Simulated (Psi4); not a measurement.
**CASSCF(2,3)/cc-pVDZ (sfX2C, density fitting for correlation, nat orbs yes) run of [GeH3]− (SMILES [GeH3-])**

What is the energy difference between two shapes of [GeH3]− at CASSCF(2,3)/cc-pVDZ (sfX2C, density fitting for correlation, nat orbs yes)? 

The results are computed with Psi4 1.11.

5 further runs of the same task are left out: 2 for a known fault of the program, 1 that didn't finish, 2 set aside as unsound or not needed.

### 1 The molecule

[GeH3]−: 4 atoms, total charge -1, spin state singlet. SMILES: `[GeH3-]`. Geometry: a GFN2-xTB (4 decimals) relaxation, a rough one for these elements and not checked as a minimum.

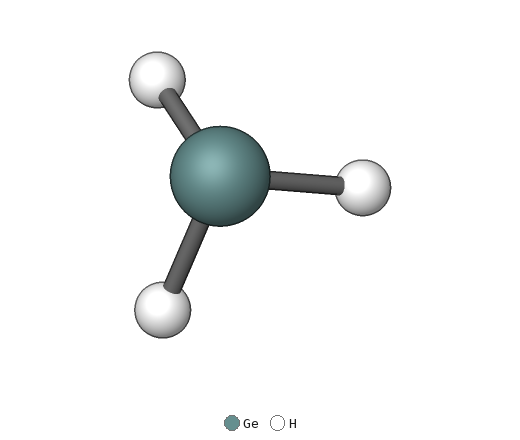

The structure, seen from a chosen angle (germanium teal, hydrogen white).

### 2 The energy at CASSCF(2,3)/cc-pVDZ (sfX2C, density fitting for correlation, nat orbs yes)

Input file geh3.sdf:

```

     RDKit          3D

  4  3  0  0  0  0  0  0  0  0999 V2000
    0.4689   -0.2750   -0.5421 Ge  0  0  0  0  0  3  0  0  0  0  0  0
    0.9350    0.1543    1.0892 H   0  0  0  0  0  0  0  0  0  0  0  0
   -0.9409   -1.0906    0.1022 H   0  0  0  0  0  0  0  0  0  0  0  0
   -0.4631    1.2113   -0.6494 H   0  0  0  0  0  0  0  0  0  0  0  0
  2  1  1  0
  3  1  1  0
  4  1  1  0
M  CHG  1   1  -1
M  END
$$$$
```

Input file geh3_ase.py:

```python
import numpy as np
from ase.calculators.psi4 import Psi4
from ase.io import read

atoms = read('geh3.sdf')
calc = Psi4(atoms=atoms, method='casscf', basis='cc-pVDZ', memory='1600MB', num_threads=1, charge=-1, multiplicity=1, label='calc')
calc.psi4.set_options({'scf_type': 'pk', 'restricted_docc': [17], 'mcscf_type': 'df', 'mcscf_algorithm': 'ts', 'mcscf_maxiter': 40, 'active': [3], 'nat_orbs': True, 'relativistic': 'x2c'})
atoms.calc = calc

print(f'energy: {atoms.get_potential_energy():.6f} eV')
```

Command:

```sh
$ python geh3_ase.py
```

calc.dat, cut to the lines that bear on the results:

```text
[...]
  Running in c1 symmetry.
[...]
  Nuclear repulsion =   29.622465202531242
[...]
  Multiplicity = 1
[...]
  Nalpha       = 18
  Nbeta        = 18
[...]
    Number of basis functions: 42
[...]
    WARNING: The X2C and Dirac Hamiltonians have substatially different eigenvalues!
             This is probably caused by the recontraction of the basis set.
[...]
   @RHF iter   1: -2093.17407290557321   -3.82824e+00   2.77562e-02 DIIS/ADIIS
[...]
   @RHF iter  10: -2094.14599340650011   -7.27596e-12   4.67126e-09 DIIS
[...]
    Orbital Energies [Eh]
    ---------------------
    Doubly Occupied:
       1A   -409.836552     2A    -53.178184     3A    -46.595771
       4A    -46.595766     5A    -46.595192     6A     -7.142802
       7A     -5.006015     8A     -5.006006     9A     -5.002618
      10A     -1.387041    11A     -1.387030    12A     -1.383143
      13A     -1.383126    14A     -1.380489    15A     -0.430848
      16A     -0.175495    17A     -0.175180    18A     -0.088203
[...]
   @DF-MCSCF Final Energy: -2094.162857438945139
[...]
    Warning: Norm of correction (root 0) is < 1.0E-13
   @CI  1:     0  -2094.162857438946   0.0000E+00   2.3325E-13 c
   ==> Energetics <==
    SCF energy =         -2094.145993406500565
    Total MCSCF energy = -2094.162857438945139
[...]
 Multipole Moments:
 ------------------------------------------------------------------------------------
     Multipole            Electronic (a.u.)      Nuclear  (a.u.)        Total (a.u.)
 ------------------------------------------------------------------------------------
 L = 1.  Multiply by 2.5417464519 to convert [e a0] to [Debye]
 Dipole X            :          2.4972605           -1.9196206            0.5776400
 Dipole Y            :         -1.4684429            1.1257571           -0.3426858
 Dipole Z            :         -2.8768865            2.2190720           -0.6578145
 Magnitude           :                                                    0.9401178
[...]
```

On the terminal:

```text
energy: -56985.073912 eV
```

It took 5.4 s on 1 thread of Intel Xeon 6975P-C (Granite Rapids), shared host; peak memory 0.43 GiB.

### 3 The distorted shape, same level

Input file geh3.py:

```python
import psi4

psi4.set_memory('1600 MB')
psi4.set_num_threads(1)
psi4.set_output_file('psi4.out', False)

molecule = psi4.geometry("""
-1 1
Ge
H 1 1.443556
H 1 1.847018 2 96.29505
H 1 1.771987 2 105.08012 3 93.2555
units angstrom
symmetry c1
no_reorient
no_com
""")

psi4.set_options({
    'basis': 'cc-pVDZ',
    'reference': 'rhf',
    'scf_type': 'pk',
    'restricted_docc': [17],
    'mcscf_type': 'df',
    'mcscf_algorithm': 'ts',
    'mcscf_maxiter': 40,
    'active': [3],
    'nat_orbs': True,
    'relativistic': 'x2c',
})

result, w = psi4.energy('casscf', return_wfn=True)
print(f'casscf energy: {result:.10f} Eh')
for k, v in sorted(psi4.core.scalar_variables().items()):
    print(f'{k:45s} {v:18.10f}')
```

Command:

```sh
$ python geh3.py
```

psi4.out, cut to the lines that bear on the results:

```text
[...]
  Running in c1 symmetry.
[...]
  Nuclear repulsion =   31.080369603498145
[...]
  Multiplicity = 1
[...]
  Nalpha       = 18
  Nbeta        = 18
[...]
    Number of basis functions: 42
[...]
    WARNING: The X2C and Dirac Hamiltonians have substatially different eigenvalues!
             This is probably caused by the recontraction of the basis set.
[...]
   @RHF iter   1: -2093.18313866486915   -3.69854e+00   2.74692e-02 DIIS/ADIIS
[...]
   @RHF iter  11: -2094.13343690401507   -4.54747e-13   6.62858e-09 DIIS
[...]
    Orbital Energies [Eh]
    ---------------------
    Doubly Occupied:
       1A   -409.826274     2A    -53.169481     3A    -46.587195
       4A    -46.586825     5A    -46.586333     6A     -7.135964
       7A     -4.999723     8A     -4.999434     9A     -4.995936
      10A     -1.381786    11A     -1.380964    12A     -1.376926
      13A     -1.376033    14A     -1.373571    15A     -0.454131
      16A     -0.219885    17A     -0.167020    18A     -0.063458
[...]
   @DF-MCSCF Final Energy: -2094.149690441603980
[...]
    Warning: Norm of correction (root 0) is < 1.0E-13
   @CI  1:     0  -2094.149690441604   0.0000E+00   2.3154E-13 c
   ==> Energetics <==
    SCF energy =         -2094.133436904015070
    Total MCSCF energy = -2094.149690441603980
[...]
 Multipole Moments:
 ------------------------------------------------------------------------------------
     Multipole            Electronic (a.u.)      Nuclear  (a.u.)        Total (a.u.)
 ------------------------------------------------------------------------------------
 L = 1.  Multiply by 2.5417464519 to convert [e a0] to [Debye]
 Dipole X            :         -2.1731016            1.7482025           -0.4248991
 Dipole Y            :         -2.4312592            1.7794310           -0.6518282
 Dipole Z            :         -0.4925424            0.7982809            0.3057385
 Magnitude           :                                                    0.8359995
[...]
```

The script printed:

```text
casscf energy: -2094.1496904416 Eh
CI CORRELATION ENERGY                              -0.0162535376
CI ROOT 0 CORRELATION ENERGY                       -0.0162535376
CI ROOT 0 TOTAL ENERGY                          -2094.1496904416
CI TOTAL ENERGY                                 -2094.1496904416
CURRENT CORRELATION ENERGY                         -0.0162535376
CURRENT ENERGY                                  -2094.1496904416
CURRENT REFERENCE ENERGY                        -2094.1334369040
DD SOLVATION ENERGY                                 0.0000000000
DETCI AVG DVEC NORM                                 0.0000000000
FCI CORRELATION ENERGY                             -0.0162535376
FCI TOTAL ENERGY                                -2094.1496904416
HF KINETIC ENERGY                                2022.1161470495
HF POTENTIAL ENERGY                             -4116.2495839535
HF TOTAL ENERGY                                 -2094.1334369040
HF VIRIAL RATIO                                     2.0356148137
MCSCF TOTAL ENERGY                              -2094.1496904416
NUCLEAR REPULSION ENERGY                           31.0803696035
ONE-ELECTRON ENERGY                             -2985.0657325178
PCM POLARIZATION ENERGY                             0.0000000000
PE ENERGY                                           0.0000000000
SCF ITERATION ENERGY                            -2094.1334369040
SCF ITERATIONS                                     11.0000000000
SCF TOTAL ENERGY                                -2094.1334369040
TWO-ELECTRON ENERGY                               859.8519260103
```

Run time: 6.9 s. Hardware: 1 thread of Intel Xeon 6975P-C (Granite Rapids), shared host; peak memory 0.42 GiB.

### 4 Results

Level: CASSCF(2,3)/cc-pVDZ (sfX2C, density fitting for correlation, nat orbs yes).

```
                              quantity           value
             first shape: total energy  -2094.16286 Eh
         distorted shape: total energy  -2094.14969 Eh
energy change with the atoms displaced        0.358 eV
```

With the atoms displaced the energy rises by 0.36 eV (34.6 kJ/mol). The first shape isn't relaxed at this level, so the change isn't measured from a minimum. The basis (first shape) was contracted for non-relativistic atoms, which limits what the relativistic Hamiltonian can do in the core. The basis (distorted shape) was contracted for non-relativistic atoms, which limits what the relativistic Hamiltonian can do in the core.
